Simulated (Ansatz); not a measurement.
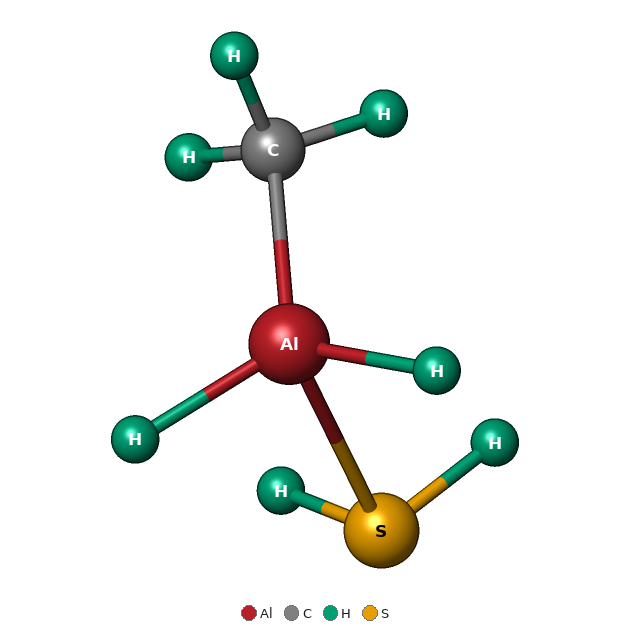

Harmonic vibrations computed with RKS PBE0-D4/def2-TZVP (Ansatz 0.2.0) at a stationary point of the same level.

> Minimum or transition state?

A minimum: no imaginary frequency, and the lowest mode lies at 105 cm⁻¹.

> How many vibrational modes are there, and where do they lie?

24 modes: 105, 117, 123, 223, 271, 398, 410, 568, 586, 628, 718, 738, 771, 1199, 1215, 1444, 1447, 1863, 1870, 2707, 2720, 3028, 3103, 3112 cm⁻¹.
